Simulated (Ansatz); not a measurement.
## C4H4F4: which of these isomers lies lowest?

3 of its isomers, all singlets with charge 0: A = `C/C(F)=C\C(F)(F)F`; B = `FC/C=C\C(F)(F)F`; C = `FC1CC(F)C1(F)F`.

Shapes, held fixed at every level: PBE0-D4/def2-TZVP. Flexible molecules stand in one conformer, not always the lowest. Programs: Ansatz 0.2.0.

Electronic energies in kJ/mol, without zero-point or thermal terms.

```csv
level,kind,B − A,C − A
HF/def2-TZVPP,Hartree–Fock,+34.3,+84.3
PBE-D4/def2-TZVPP,GGA,+46.5,+76.9
PBE0-D4/def2-TZVPP,global hybrid,+44.9,+69.6
r2SCAN0-D4/def2-TZVPP,global hybrid,+46.0,+78.0
wB97M-V/def2-TZVPP,range-separated hybrid,+43.8,+74.5
wB97X-V/def2-TZVPP,range-separated hybrid,+42.7,+64.5
MP2/def2-SVP,perturbation theory,+43.4,+87.9
MP2/def2-TZVPP,perturbation theory,+42.7,+76.2
```

MP2/def2-TZVPP puts A lowest of these. All levels agree on that. The B − A difference spans +34.3 to +46.5 kJ/mol over the levels.

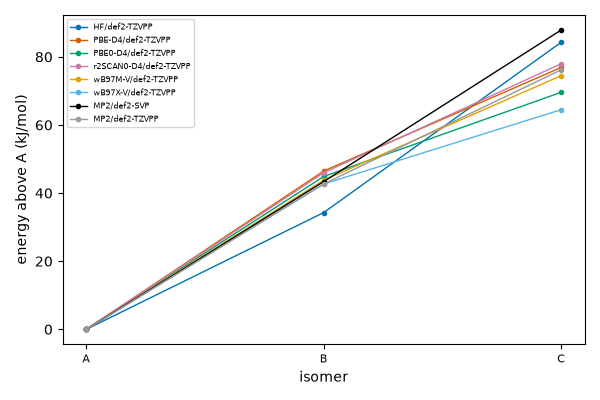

Relative energies of the isomers.
